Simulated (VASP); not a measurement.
Band structure of AlP (zinc blende). Computed with PBE GGA with D3 dispersion (Becke-Johnson damping), VASP's PBE PAW potentials (set 64) (plane waves; VASP).

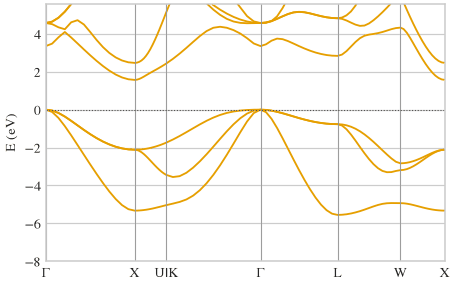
Figure. Bands along high-symmetry lines, zero at the valence-band maximum or, without a gap, the Fermi level

Problem. Read the plot: is there a gap, and where are the band edges?

Solution. The gap is indirect, 1.57 eV, from the valence maximum at Γ to the conduction minimum at X. (Edges off the drawn lines would not show.)

Measured: gap 2.54 eV (computed value off by -0.97 eV), as given by Wei Chen et al., Physical Review Materials (2018), doi:10.1103/physrevmaterials.2.073803 [zero-point renormalisation of 0.02 eV added back (the table's ZPR column)].

The compound is AlP in the zinc blende structure. It was relaxed first.
